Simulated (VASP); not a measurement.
## ZrB2: cell size against the level of theory

Aim: relax ZrB2 at several levels and hold each cell against experiment. The levels: LDA, PBEsol, PBE, r2SCAN, PBE + D3(BJ), r2SCAN + rVV10, optB86b-vdW and rev-vdW-DF2. LASPH is on for some levels and off for others; the table marks which. The start is a cell from a database of measured crystal structures.

Calculated with VASP 6.6.1; LDA; plane waves and PAW (Zr_sv, B), in the first sound run; inputs show where later runs differ.

### Step 1. Set-up

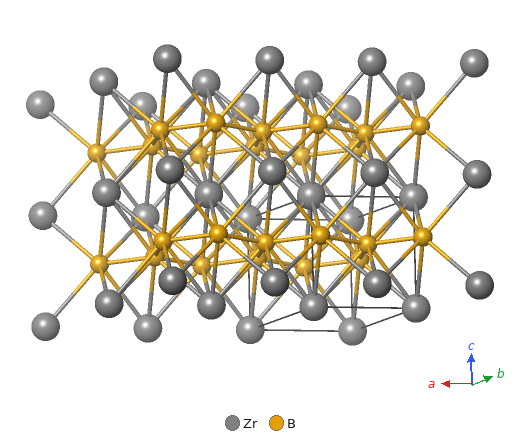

The cell as given, from a free direction (zirconium grey, boron orange). 3×2×2 cells are drawn. Some periodic images of atoms are drawn too.

Coordinates:

```
Zr B
1.0
     3.17000    0.00000    0.00000
    -1.58500    2.74530    0.00000
     0.00000    0.00000    3.53300
Zr B
1 2
Direct
  0.00000 0.00000 0.00000
  0.33333 0.66667 0.50000
  0.66667 0.33333 0.50000
```

### Step 2. Relaxation with LDA

Properties are meant for the cell that this level of theory prefers, so cell and atoms are relaxed first (ISIF = 3) until forces and stress are small; EDIFFG sets the threshold. LDA, the lowest rung, knows the local density alone.

Input file INCAR:

```
SYSTEM = ZrB2
PREC = Accurate
ENCUT = 520
EDIFF = 1E-06
NELM = 100
ISMEAR = -1
SIGMA = 0.05
LREAL = .FALSE.
ALGO = Normal
GGA = CA
NBANDS = 15
LORBIT = 11
LWAVE = .FALSE.
LCHARG = .FALSE.
KPAR = 4
IBRION = 2
NSW = 60
ISIF = 3
EDIFFG = -0.01
```

Input file POSCAR:

```
ZrB2
1.0
    3.1700000000      0.0000000000      0.0000000000
   -1.5850000000      2.7453005300      0.0000000000
    0.0000000000      0.0000000000      3.5330000000
Zr B
1 2
Direct
    0.0000000000      0.0000000000      0.0000000000
    0.3333333333      0.6666666667      0.5000000000
    0.6666666667      0.3333333333      0.5000000000
```

Input file KPOINTS:

```
Automatic mesh
0
Gamma
10 10 8
0 0 0
```

Potentials, in the order of the species: Zr_sv and B (PBE family, release 64).

Run with:

```sh
$ mpirun -np 4 vasp_std
```

Output:

```text
[banner, memory and clock lines left out]
running    4 mpi-ranks, on    1 nodes
 distrk:  each k-point on    1 cores,    4 groups
 distr:  one band on    1 cores,    1 groups

 POSCAR found type information on POSCAR ZrB
 POSCAR found :  2 types and       3 ions
|                                                                             |
|               ----> ADVICE to this user running VASP <----                  |
|                                                                             |
|     You enforced a specific xc type in the INCAR file but a different       |
|     [... a line on the potential file left out ...]
|     I HOPE YOU KNOW WHAT YOU ARE DOING!                                     |
|                                                                             |

 LDA part: xc-table for (Slater(with rela. corr.)+CA(PZ))
 , standard interpolation
 POSCAR, INCAR and KPOINTS ok, starting setup
 FFT: planning ... GRIDC
 FFT: planning ... GRID_SOFT
 FFT: planning ... GRID
 WAVECAR not read
 entering main loop
       N       E                     dE             d eps       ncg     rms          rms(c)
DAV:   1     0.101396771278E+03    0.10140E+03   -0.96862E+03  2100   0.119E+03
DAV:   2    -0.254508628930E+02   -0.12685E+03   -0.12267E+03  2597   0.303E+02
DAV:   3    -0.299257532196E+02   -0.44749E+01   -0.44474E+01  3457   0.485E+01
DAV:   4    -0.299798932023E+02   -0.54140E-01   -0.54127E-01  2362   0.500E+00
DAV:   5    -0.299811550791E+02   -0.12619E-02   -0.12618E-02  3281   0.518E-01    0.224E+01
DAV:   6    -0.273048623059E+02    0.26763E+01   -0.64953E+00  2592   0.173E+01    0.923E+00
DAV:   7    -0.272635984316E+02    0.41264E-01   -0.70364E-01  3082   0.526E+00    0.345E+00
DAV:   8    -0.272626092037E+02    0.98923E-03   -0.97267E-02  2510   0.264E+00    0.492E-01
DAV:   9    -0.272590550718E+02    0.35541E-02   -0.18569E-02  2670   0.104E+00    0.174E-01
DAV:  10    -0.272588252374E+02    0.22983E-03   -0.11752E-03  2473   0.323E-01    0.434E-02
DAV:  11    -0.272588272202E+02   -0.19828E-05   -0.64009E-05  2962   0.749E-02    0.110E-02
DAV:  12    -0.272588257482E+02    0.14720E-05   -0.28865E-06  2383   0.122E-02    0.501E-03
DAV:  13    -0.272588256232E+02    0.12500E-06   -0.51234E-07  1232   0.632E-03
   1 F= -.27258826E+02 E0= -.27257410E+02  d E =-.272588E+02
 curvature:   0.00 expect dE= 0.000E+00 dE for cont linesearch  0.000E+00
 trial: gam= 0.00000 g(F)=  0.290E-49 g(S)=  0.107E+00 ort = 0.000E+00 (trialstep = 0.100E+01)
 search vector abs. value=  0.107E+00
 bond charge predicted
       N       E                     dE             d eps       ncg     rms          rms(c)
DAV:   1    -0.278175870085E+02   -0.55876E+00   -0.17736E+01  2454   0.418E+01    0.103E+01
DAV:   2    -0.272789430044E+02    0.53864E+00   -0.12337E+00  2379   0.122E+01    0.257E+00
DAV:   3    -0.272211861084E+02    0.57757E-01   -0.46859E-01  3249   0.507E+00    0.122E+00
DAV:   4    -0.272321352608E+02   -0.10949E-01   -0.16332E-02  2733   0.101E+00    0.490E-01
DAV:   5    -0.272391672965E+02   -0.70320E-02   -0.18026E-02  3259   0.787E-01    0.412E-01
DAV:   6    -0.272406359155E+02   -0.14686E-02   -0.13223E-03  3599   0.271E-01    0.124E-01
DAV:   7    -0.272407050214E+02   -0.69106E-04   -0.10969E-04  2710   0.103E-01    0.302E-02
DAV:   8    -0.272407118134E+02   -0.67920E-05   -0.61175E-06  2557   0.278E-02    0.110E-02
DAV:   9    -0.272407128127E+02   -0.99927E-06   -0.10236E-06  1673   0.115E-02
   2 F= -.27240713E+02 E0= -.27239413E+02  d E =0.181128E-01
[...]
3 F= -.27282658E+02 E0= -.27281295E+02  d E =-.238324E-01
 curvature:  -0.21 expect dE=-0.547E-05 dE for cont linesearch -0.260E-05
 ZBRENT: interpolating
 opt :   0.4427  next Energy=   -27.282661 (dE=-0.238E-01)
 bond charge predicted
       N       E                     dE             d eps       ncg     rms          rms(c)
DAV:   1    -0.272827003480E+02   -0.42647E-04   -0.13031E-03  2440   0.362E-01    0.874E-02
DAV:   2    -0.272826616426E+02    0.38705E-04   -0.11130E-04  2491   0.114E-01    0.216E-02
DAV:   3    -0.272826568040E+02    0.48386E-05   -0.29283E-05  3298   0.402E-02    0.915E-03
DAV:   4    -0.272826575095E+02   -0.70547E-06   -0.11009E-06  1933   0.793E-03
   4 F= -.27282658E+02 E0= -.27281295E+02  d E =-.238319E-01
 curvature:  -0.20 expect dE=-0.361E-05 dE for cont linesearch -0.492E-06
 trial: gam= 0.00493 g(F)=  0.107E-49 g(S)=  0.178E-04 ort =-0.510E-03 (trialstep = 0.889E+00)
 search vector abs. value=  0.154E-04
 reached required accuracy - stopping structural energy minimisation
```

The job ended after 7.6 s (4 MPI ranks of Intel Xeon 6975P-C (Granite Rapids), shared host; peak memory 0.6 GiB; 28 s of CPU time).

The logs omit lines about the potential files and the build; timing stands in the text.

From OUTCAR (step 2):

```text
ion  position               nearest neighbor table
   1  0.000  0.000  0.000-   2 2.54   3 2.54   2 2.54   3 2.54   3 2.54   3 2.54   2 2.54   2 2.54
                             3 2.54   3 2.54   2 2.54   2 2.54
   2  0.333  0.667  0.500-   3 1.83   3 1.83   3 1.83   1 2.54   1 2.54   1 2.54   1 2.54   1 2.54
                             1 2.54
   3  0.667  0.333  0.500-   2 1.83   2 1.83   2 1.83   1 2.54   1 2.54   1 2.54   1 2.54   1 2.54
                             1 2.54

  LATTYP: Found a hexagonal cell.
 ALAT       =     3.1700000000
 C/A-ratio  =     1.1145110410

 Subroutine GETGRP returns: Found 24 space group operations
 (whereof 24 operations were pure point group operations)

The static configuration has the point symmetry D_6h.

 Found     70 irreducible k-points:

   k-points           NKPTS =     70   k-points in BZ     NKDIM =     70   number of bands    NBANDS=     15

   dimension x,y,z NGX =    24 NGY =   24 NGZ =   28
   dimension x,y,z NGXF=    48 NGYF=   48 NGZF=   56

   ENCUT  =  520.0 eV  38.22 Ry    6.18 a.u.   5.89  5.89  6.57*2*pi/ulx,y,z

   NELECT =      18.0000    total number of electrons

 k-points in reciprocal lattice and weights: Automatic mesh
   0.00000000  0.00000000  0.00000000       0.001
   0.10000000 -0.00000000  0.00000000       0.007
   0.20000000 -0.00000000  0.00000000       0.007
   0.30000000  0.00000000  0.00000000       0.007
   0.40000000  0.00000000  0.00000000       0.007
   0.50000000  0.00000000  0.00000000       0.004
   0.10000000  0.10000000  0.00000000       0.007
   0.20000000  0.10000000  0.00000000       0.015
   0.30000000  0.10000000  0.00000000       0.015
[...]
0.40000000  0.20000000  0.50000000       0.007
   0.30000000  0.30000000  0.50000000       0.007

 average (electrostatic) potential at core
       1 -72.0674       2 -21.5907       3 -21.5907

 E-fermi :  10.5258

 k-point     1 :       0.0000    0.0000    0.0000
  band No.  band energies     occupation
    ...
      5      -2.0706      2.00000
      6       7.9484      2.00000
      7       7.9484      2.00000
      8       7.9600      2.00000
      9       8.3471      2.00000
     10      14.1522      0.00000
     11      14.1522      0.00000
     12      14.9301      0.00000
     13      14.9301      0.00000
     14      15.8825      0.00000
    ...

 k-point     2 :       0.1000   -0.0000    0.0000
  band No.  band energies     occupation
    ...
      5      -1.8654      2.00000
      6       7.3978      2.00000
      7       7.9605      2.00000
      8       8.1078      2.00000
      9       8.1563      2.00000
     10      13.8868      0.00000
     11      14.0227      0.00000
     12      14.3050      0.00000
     13      14.4741      0.00000
     14      16.6290      0.00000
    ...

 k-point     3 :       0.2000   -0.0000    0.0000
  band No.  band energies     occupation
    ...
      5      -1.2864      2.00000
      6       6.1721      2.00000
      7       7.5902      2.00000
      8       7.9309      2.00000
      9       8.5176      2.00000
     10      12.9156      0.00000
     11      13.7081      0.00000
     12      14.0576      0.00000
     13      14.6955      0.00000
     14      17.1739      0.00000
    ...

  Total        0.0190776      0.0190776     -0.0195040      0.0000000     -0.0000000      0.0000000
  in kB        1.0264002      1.0264002     -1.0493429      0.0000000     -0.0000000      0.0000000
  external PRESSURE =       0.3344859 kB  Pullay stress =       0.0000000 kB

  energy-cutoff  :      520.00
  volume of cell :       29.78
      direct lattice vectors                 reciprocal lattice vectors
     3.135256937  0.000000000  0.000000000     0.318953126  0.184147673  0.000000000
    -1.567628468  2.715212154  0.000000000     0.000000000  0.368295346  0.000000000
    -0.000000000 -0.000000000  3.498159309     0.000000000 -0.000000000  0.285864625

 POSITION                                       TOTAL-FORCE (eV/Angst)
 -----------------------------------------------------------------------------------
      0.00000      0.00000      0.00000         0.000000      0.000000      0.000000
     -0.00000      1.81014      1.74908         0.000000      0.000000      0.000000
      1.56763      0.90507      1.74908        -0.000000     -0.000000      0.000000
 -----------------------------------------------------------------------------------
    total drift:                               -0.000000      0.000000     -0.000000

  FREE ENERGIE OF THE ION-ELECTRON SYSTEM (eV)
  ---------------------------------------------------
  free  energy   TOTEN  =       -27.2826575095 eV

  energy  without entropy=      -27.2799330808  energy(sigma->0) =      -27.28129530

 reached required accuracy - stopping structural energy minimisation

 total charge
# of ion       s       p       d       tot
------------------------------------------
    1        2.178   6.035   1.839  10.052
    2        0.662   1.273   0.000   1.934
    3        0.662   1.273   0.000   1.934
--------------------------------------------------
tot          3.501   8.580   1.839  13.920

[... 3 further parts left out ...]
```

CONTCAR:

```
ZrB2
   1.00000000000000
     3.1352569365769765    0.0000000000000000    0.0000000000000000
    -1.5676284682884882    2.7152121544702585    0.0000000000000000
    -0.0000000000000000   -0.0000000000000000    3.4981593087297691
  Zr              B
     1     2
Direct
     0.0000000000000000    0.0000000000000000    0.0000000000000000
     0.3333333332999970    0.6666666667000030    0.5000000000000000
     0.6666666667000030    0.3333333332999970    0.5000000000000000
```

The PAW data sets were made with PBE, though LDA sets exist; this is a small mismatch. The run keeps the 24 symmetry operations of its start, so it cannot find a distortion of lower symmetry.

The steps of the relaxation:

```csv
step,energy less that of the first step (eV),largest force (eV/Å),pressure (GPa),volume (Å³)
1,0.0000,0.0000,-7.76,30.75
2,0.0181,0.0000,11.56,28.59
3,-0.0238,0.0000,-0.09,29.80
4,-0.0238,0.0000,0.03,29.78
```

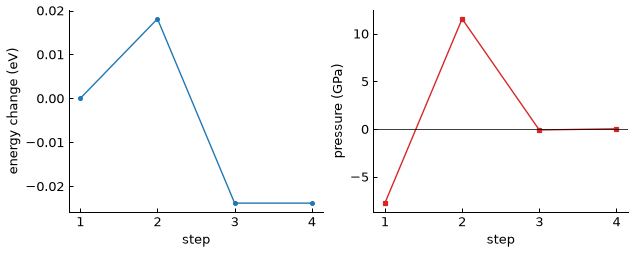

Energy and pressure along the relaxation.

| conventional cell, symmetrised | before | after | change |
| --- | --- | --- | --- |
| a (Å) | 3.170 | 3.135 | -1.1 % |
| b (Å) | 3.170 | 3.135 | -1.1 % |
| c (Å) | 3.533 | 3.498 | -1.0 % |
| volume (Å³/atom) | 10.25 | 9.93 | -3.1 % |

Final coordinates:

```cif
data_structure
_symmetry_space_group_name_H-M 'P 1'
_symmetry_Int_Tables_number 1
_cell_length_a 3.1353
_cell_length_b 3.1353
_cell_length_c 3.4982
_cell_angle_alpha 90.000
_cell_angle_beta 90.000
_cell_angle_gamma 120.000
_cell_volume 29.78
loop_
_atom_site_label
_atom_site_type_symbol
_atom_site_fract_x
_atom_site_fract_y
_atom_site_fract_z
_atom_site_occupancy
Zr1 Zr 0.00000 0.00000 0.00000 1
B2 B 0.33333 0.66667 0.50000 1
B3 B 0.66667 0.33333 0.50000 1
```

This step gave:

```yaml
electrons: 18
bands: 15
irreducible_k_points: 70
symmetry_operations: 24
free_energy_toten: -27.28 eV
energy_at_zero_smearing: -27.28 eV
fermi_energy: 10.53 eV
pressure: 0.03345 GPa
metallic: yes
scf_cycles_over_all_ionic_steps: 35
```

It ends with forces that vanish by symmetry and a pressure of 0.03 GPa. The volume lies -3.1 % from that of the database's start, which holds the thermal and zero-point expansion of its experiment. LDA is known to overbind. The conventional cell has a = 3.135 and c = 3.498 Å.

(Continued in part 2 of 3.)

[Lines on the potential files, build, host, timing and source positions are cut from VASP's logs without a mark.]

[Logs are printed without paths, hosts, clocks, repeated set-up lines and the standing remarks that a program may print on its own settings, such as how far it seeks lower states.]

[Hosts, paths, dates, database ids (printed as entryN), source tags and the programs' standing remarks are cut or masked in the printed files.]

[A measured line is paired with the nearest computed mode of its activity, which favours agreement.]
